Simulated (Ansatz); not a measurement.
Where the default PAW files enter, the runs use the earlier of Ansatz's two default sets.

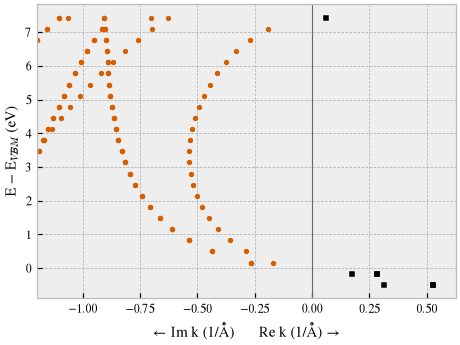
Figure: Complex bands at the centre of the two-dimensional zone; r2SCAN (Ansatz, a first-principles code)

The gap is the functional's own. No spin-orbit coupling. Mid-gap values are interpolated on the energy grid.

Q: This is LiCl (Fm-3m, rock salt, 2 atoms a cell, 16.4 Å³ an atom) along the normal of (001). Read off the slowest decay at the centre of the two-dimensional zone at 3.79 eV, the computed energy nearest the middle of the gap.

A: κ ≈ 0.53 1/Å, a decay length 1/(2κ) of the density of 0.94 Å.
